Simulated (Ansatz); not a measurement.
```csv
atom,x (Å),y (Å),z (Å)
C,-0.3607,-0.2158,1.0485
C,0.8624,-0.7282,0.5778
C,1.3158,-0.6388,-0.7451
H,-0.4300,-0.4460,2.1415
H,1.5806,-1.2596,1.2492
H,2.2800,-1.0571,-1.0562
H,0.7020,-0.1404,-1.5015
```

Geometry: B3LYP-D3(BJ)/def2-SVPD; the highest occupied orbital lies above zero, a sign that basis and functional describe the outermost electron poorly.

Level of theory: isolated molecule in a Gaussian basis; Kohn-Sham density functional theory, functional PBE0 (Ansatz 0.2.0).

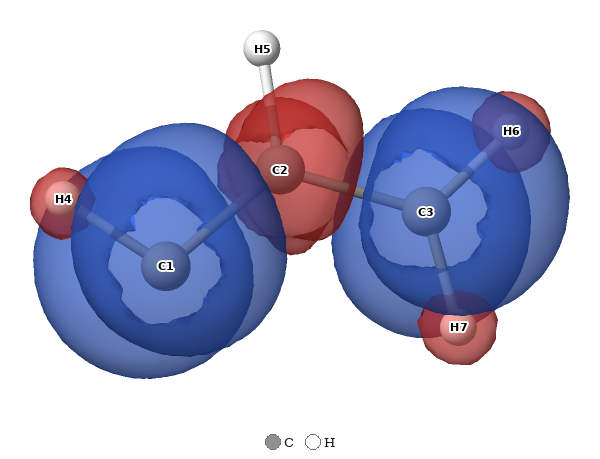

C3H4 (SMILES [CH]=C[CH2-]) (charge −1, doublet). Isosurfaces of the spin density (α minus β) at +0.015 (blue) and −0.015 e/Å³ (red), seen at a tilt.

Q: Describe the spin distribution.

A: The unpaired spin (1 electron) lies mostly on C1 (about 0.5) and C3 (about 0.4), in electrons by Hirshfeld's partition.
